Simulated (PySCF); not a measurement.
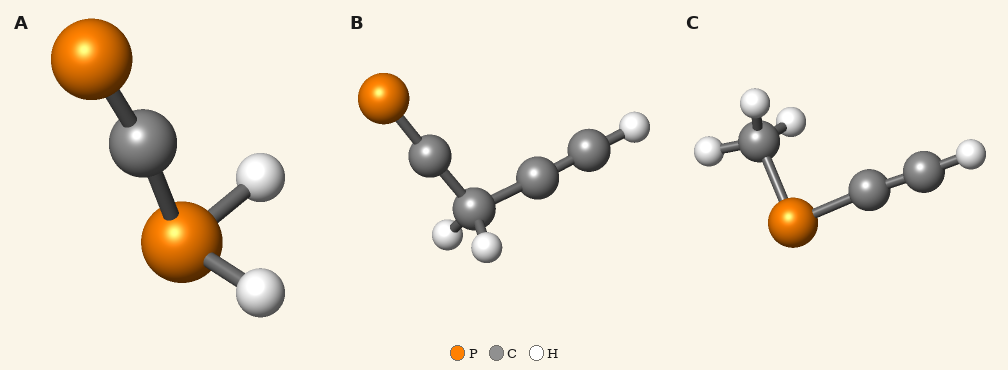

Source: calculation with PySCF.

Match each picture to its SMILES.
(1) P#CP
(2) C#C[P-]C
(3) C#CCC#P

Answer. A is (1), B is (3), C is (2).
